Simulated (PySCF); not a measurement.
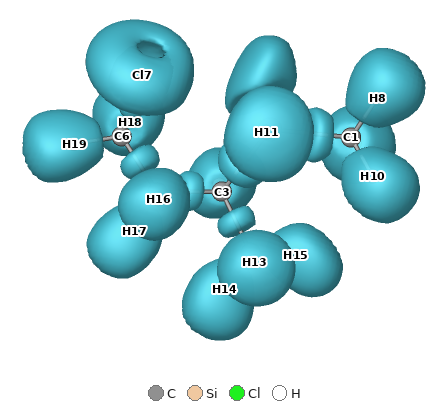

C₅H₁₂ClSi (doublet). Isosurface of the electron localisation function at 0.8 (cyan), seen across its widest extent. Core shells and regions of very low density are left out.

Geometry: GFN2-xTB.

Level of theory: PySCF 2.14.0, density-fitted response routines, UKS B3LYP, pcH-1 on C Cl H Si, non-relativistic, mean-field spin-orbit, GIAO.

```xyz
19

C     2.3797    1.4824    0.4177
Si    0.5318    1.1318    0.7057
C    -0.0471   -0.3056   -0.4282
C     0.8884   -1.5046   -0.2627
C    -1.4826   -0.7491   -0.1515
C    -2.5249    0.3164   -0.4399
Cl   -2.5695    1.5512    0.8443
H     2.6772    2.4098    0.8961
H     2.6158    1.5665   -0.6391
H     2.9971    0.6890    0.8345
H     0.2787    0.7959    2.1124
H     0.0036    0.0100   -1.4768
H     0.8787   -1.8620    0.7654
H     0.5818   -2.3283   -0.9085
H     1.9095   -1.2365   -0.5223
H    -1.5764   -1.0749    0.8867
H    -1.7178   -1.6107   -0.7865
H    -2.3078    0.8402   -1.3708
H    -3.5260   -0.1122   -0.4840
```

Describe the localisation domains.

The surface consists of three regions between bonded C–C atoms (shared pairs), one region between bonded C–Cl atoms (shared pairs), two regions between bonded C–Si atoms (shared pairs), twelve regions around hydrogen nuclei, one ring or bowl of non-bonding electrons around Cl and one lobe on Si, pointing away from the bonds (non-bonding electrons). Profiles from the grid: C–C (1.52 Å): the ELF peaks at about 0.95 between the atoms: localised, covalent bonding. C–Cl (1.78 Å): the ELF peaks at about 0.90 between the atoms (a covalent bond).
